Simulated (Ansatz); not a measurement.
# triplet C3H7BO at 6 levels

Aim: a comparison of 6 runs (UB3LYP/6-31G*, U-revPBE/def2-SVP, UB3LYP/def2-SVP, UBHLYP/def2-SVP, UCCSD/def2-SVP) of triplet C3H7BO. 

The calculation is run with Ansatz 0.2.0.

46 further runs of the same task are left out: 46 set aside as unsound or not needed. Runs told in other sessions of the task aren't counted.

## (1) The molecule

C3H7BO has 12 atoms, charge 0, and is taken as a triplet. SMILES of the parent species: `BCC(C)=O`. The coordinates come from a PBE0-D4/def2-TZVP relaxation. This is one conformer, not always the lowest. That shape belongs to the parent species and isn't relaxed for this state.

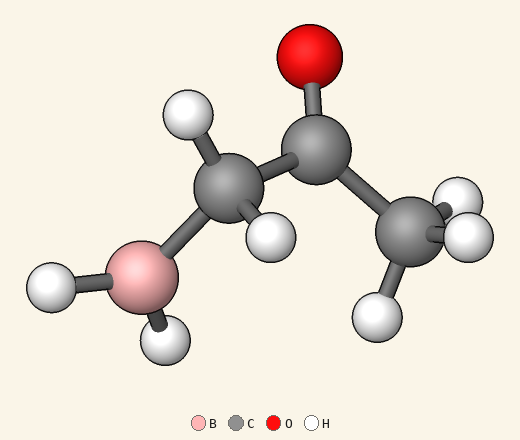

Viewed from a chosen angle; boron pink, carbon grey, oxygen red, hydrogen white.

## (2) The energy at UB3LYP/6-31G(d) (spherical functions) (run 1)

Input file molecule.yaml:

```yaml
crystal:
  periodic: [false, false, false]
  atoms:
    - {symbol: B, position_ang: [-1.581200, 0.801000, 0.222700]}
    - {symbol: C, position_ang: [-0.384500, 0.117100, 0.946500]}
    - {symbol: C, position_ang: [0.927400, 0.170900, 0.212200]}
    - {symbol: C, position_ang: [1.083400, -0.737900, -0.977300]}
    - {symbol: O, position_ang: [1.804700, 0.920200, 0.564200]}
    - {symbol: H, position_ang: [-2.525100, 1.170600, 0.856000]}
    - {symbol: H, position_ang: [-1.603000, 0.910600, -0.969000]}
    - {symbol: H, position_ang: [-0.743000, -0.928900, 0.990700]}
    - {symbol: H, position_ang: [-0.259300, 0.457700, 1.976000]}
    - {symbol: H, position_ang: [1.975700, -0.468400, -1.539000]}
    - {symbol: H, position_ang: [0.203200, -0.697900, -1.623000]}
    - {symbol: H, position_ang: [1.178600, -1.770300, -0.625900]}
basis:
  gaussian: {orbitals: 6-31G_st_-spherical.json}
magnetization: {spin_polarized: true, initial_magnetization: 2}
hamiltonian: {xc: {name: B3LYP}}
accuracy: high
output: {orbitals: {seedname: orbitals}}
```

The basis set 6-31G* is read from a file made from the Basis Set Exchange's data (not shown).

The run is started by

```
ansatz run molecule.yaml --threads 1 --pin off --max-ram 2610MiB --events-out events.jsonl --progress --plain --runs-dir runs
```

Standard output:

```text
Warning: RAYON_NUM_THREADS=1 ignored (pool sized by the plan → 1); use --threads N
Functional definition: B3LYP
  name "B3LYP"
  parameter a0 = 0.2
  parameter ax = 0.72
  parameter ac = 0.81
  exchange = (1 - a0 - ax)*slater_x + ax*b88_x + a0*exact_x
  correlation = (1 - ac)*vwn_rpa_c + ac*lyp_c
2095 factors; integrals over basis functions are off by at most 3.6e-9 eV
mean field evaluation 1: about -5938.4691 eV, gradient 3.2e1 eV
mean field evaluation 2: about -5934.9599 eV, gradient 4.0e1 eV
mean field evaluation 4: about -5943.6198 eV, gradient 3.3e0 eV
mean field evaluation 8: about -5943.9481 eV, gradient 1.2e0 eV
mean field evaluation 16: about -5943.9627 eV, gradient 3.7e-3 eV
mean field evaluation 32: about -5943.9627 eV, gradient 2.0e-7 eV
mean field -5943.96272261 eV, -218.4366010932 hartree, gradient 2.2e-8 eV, S^2 2.006485; 3 other end points of the search recorded, 0 dependent functions left out
reference -5943.96275953 eV, -218.4366024500 hartree; 20, 18 occupied and 64, 66 virtual orbitals, 2095 factors
Total energy: -5943.96275953 eV, -218.4366024500 hartree
```

It took 19 s on 1 thread of Arm Neoverse V2, shared host; peak memory 0.41 GiB.

## (3) A single-point energy at UB3LYP/6-31G(d) (Cartesian functions) (run 2)

Input file molecule.yaml:

```yaml
crystal:
  periodic: [false, false, false]
  atoms:
    - symbol: B
      position_ang: [-1.581200, 0.801000, 0.222700]
    - symbol: C
      position_ang: [-0.384500, 0.117100, 0.946500]
    - symbol: C
      position_ang: [0.927400, 0.170900, 0.212200]
    - symbol: C
      position_ang: [1.083400, -0.737900, -0.977300]
    - symbol: O
      position_ang: [1.804700, 0.920200, 0.564200]
    - symbol: H
      position_ang: [-2.525100, 1.170600, 0.856000]
    - symbol: H
      position_ang: [-1.603000, 0.910600, -0.969000]
    - symbol: H
      position_ang: [-0.743000, -0.928900, 0.990700]
    - symbol: H
      position_ang: [-0.259300, 0.457700, 1.976000]
    - symbol: H
      position_ang: [1.975700, -0.468400, -1.539000]
    - symbol: H
      position_ang: [0.203200, -0.697900, -1.623000]
    - symbol: H
      position_ang: [1.178600, -1.770300, -0.625900]
basis:
  gaussian:
    orbitals: "6-31G*"
magnetization:
  spin_polarized: true
  initial_magnetization: 2
hamiltonian:
  xc: {name: B3LYP}
accuracy: high
output: {orbitals: {seedname: orbitals}}
```

The run is started by

```
ansatz run molecule.yaml --threads 1 --pin off --max-ram 2610MiB --events-out events.jsonl --progress --plain --runs-dir runs
```

Standard output:

```text
Warning: RAYON_NUM_THREADS=1 ignored (pool sized by the plan → 1); use --threads N
Functional definition: B3LYP
  name "B3LYP"
  parameter a0 = 0.2
  parameter ax = 0.72
  parameter ac = 0.81
  exchange = (1 - a0 - ax)*slater_x + ax*b88_x + a0*exact_x
  correlation = (1 - ac)*vwn_rpa_c + ac*lyp_c
2124 factors; integrals over basis functions are off by at most 3.1e-9 eV
mean field evaluation 1: about -5938.6158 eV, gradient 3.3e1 eV
mean field evaluation 2: about -5934.8653 eV, gradient 4.1e1 eV
mean field evaluation 4: about -5943.7983 eV, gradient 3.5e0 eV
mean field evaluation 8: about -5944.0530 eV, gradient 1.2e0 eV
mean field evaluation 16: about -5944.0675 eV, gradient 3.7e-3 eV
mean field evaluation 32: about -5944.0675 eV, gradient 2.7e-7 eV
mean field -5944.06745931 eV, -218.4404500959 hartree, gradient 7.8e-8 eV, S^2 2.006489; 3 other end points of the search recorded, 0 dependent functions left out
reference -5944.06749622 eV, -218.4404514526 hartree; 20, 18 occupied and 69, 71 virtual orbitals, 2124 factors
Total energy: -5944.06749622 eV, -218.4404514526 hartree
```

Wall time 20 s (1 thread of Arm Neoverse V2, shared host); peak memory 0.42 GiB.

Runs 3 to 5 aren't shown in full; the table further down has their settings and results.

## (4) A single-point energy at UCCSD/def2-SVP (run 6)

Input file in.yaml:

```yaml
basis:
  gaussian:
    orbitals: def2-SVP
crystal:
  periodic: [false, false, false]
  atoms:
    - {symbol: B, position_ang: [-1.581200, 0.801000, 0.222700]}
    - {symbol: C, position_ang: [-0.384500, 0.117100, 0.946500]}
    - {symbol: C, position_ang: [0.927400, 0.170900, 0.212200]}
    - {symbol: C, position_ang: [1.083400, -0.737900, -0.977300]}
    - {symbol: O, position_ang: [1.804700, 0.920200, 0.564200]}
    - {symbol: H, position_ang: [-2.525100, 1.170600, 0.856000]}
    - {symbol: H, position_ang: [-1.603000, 0.910600, -0.969000]}
    - {symbol: H, position_ang: [-0.743000, -0.928900, 0.990700]}
    - {symbol: H, position_ang: [-0.259300, 0.457700, 1.976000]}
    - {symbol: H, position_ang: [1.975700, -0.468400, -1.539000]}
    - {symbol: H, position_ang: [0.203200, -0.697900, -1.623000]}
    - {symbol: H, position_ang: [1.178600, -1.770300, -0.625900]}
magnetization:
  spin_polarized: true
  initial_magnetization: 2
correlation:
  method: ccsd
  frozen_orbitals: {B: 1, C: 1, H: 0, O: 1}
accuracy: high
scf:
  omitted_lower_state_checks: [cluster_reference, increment]
```

The run is started by

```
ansatz run in.yaml --threads 1 --pin off --max-ram 2610MiB --events-out events.jsonl --progress --plain --runs-dir runs
```

Standard output:

```text
Warning: RAYON_NUM_THREADS=1 ignored (pool sized by the plan → 1); use --threads N
[... 13 lines left out ...]
5 core orbitals not correlated: weight in the atoms' cores, before any rotation towards them, 1.000 or more for the frozen orbitals, at most 0.000 for the correlated occupied ones
[... 35 lines left out ...]
Total energy: -5921.68151659 eV, -217.6177818748 hartree
Checks for a lower state left out: cluster_reference, increment
```

It took 3.3 min on 1 thread of Arm Neoverse V2, shared host; peak memory 2 GiB.

## (5) Overview of the runs

```tsv
run	level	Cartesian functions	frozen core orbitals	energy (Eh)	HOMO energy (eV)	⟨S²⟩	wall time
1	UB3LYP/6-31G* (spherical functions)	no	–	-218.436602	-2.80	2.006	19 s
2	UB3LYP/6-31G* (Cartesian functions)	yes	–	-218.440451	-2.80	2.006	20 s
3	U-revPBE/def2-SVP	no	–	-218.213601	-2.40	2.004	32 s
4	UB3LYP/def2-SVP	no	–	-218.279339	-3.01	2.007	25 s
5	UBHLYP/def2-SVP	no	–	-218.148516	-4.41	2.009	24 s
6	UCCSD/def2-SVP	no	5	-217.617782	–	2.017	3.3 min
```

## (6) Results

```
                                          quantity          value
                               run 6: total energy  -217.61778 Eh
run 6: correlation energy (5 core orbitals frozen)     -690.8 mEh
          run 6: ⟨S²⟩ of the reference determinant          2.017
                              run 6: T1 diagnostic          0.023
```

Totals of different functionals can't be ranked against each other. All runs together took 5.3 min, the longest 3.3 min.
